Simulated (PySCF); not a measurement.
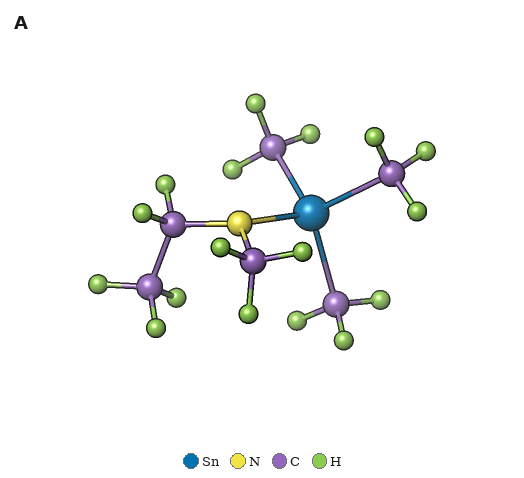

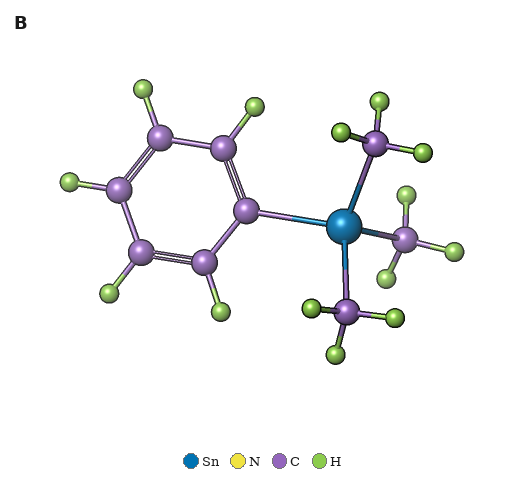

Two related species, optimised with PBE0-D3(BJ)/def2-SVP; properties computed with PySCF 2.14.0. Both: charge 0, singlet.

**What are A and B?**

A is Sn(NMeEt)Me3, B is SnPhMe3.

Compare them. With B3LYP/def2-SVPD, core potentials on Sn: dipole moment (D), HOMO–LUMO gap (eV), HOMO energy (Kohn–Sham orbital) (eV), lowest vertical singlet excitation (eV), mean static polarisability (bohr³). With PBE0-D3(BJ)/def2-SVP: mean Sn–C length (Å).

```json
{"quantity": "dipole moment (D)", "A": "0.80", "B": "0.21"}
{"quantity": "HOMO–LUMO gap (eV)", "A": "5.25", "B": "6.32"}
{"quantity": "HOMO energy (Kohn–Sham orbital) (eV)", "A": "−5.40", "B": "−6.88"}
{"quantity": "lowest vertical singlet excitation (eV)", "A": "4.53", "B": "5.29"}
{"quantity": "mean static polarisability (bohr³)", "A": "125.5", "B": "148.2"}
{"quantity": "mean Sn–C length (Å)", "A": "2.153", "B": "2.153"}
```

Each is one conformer, and no frequency run is at hand to confirm it as a minimum.
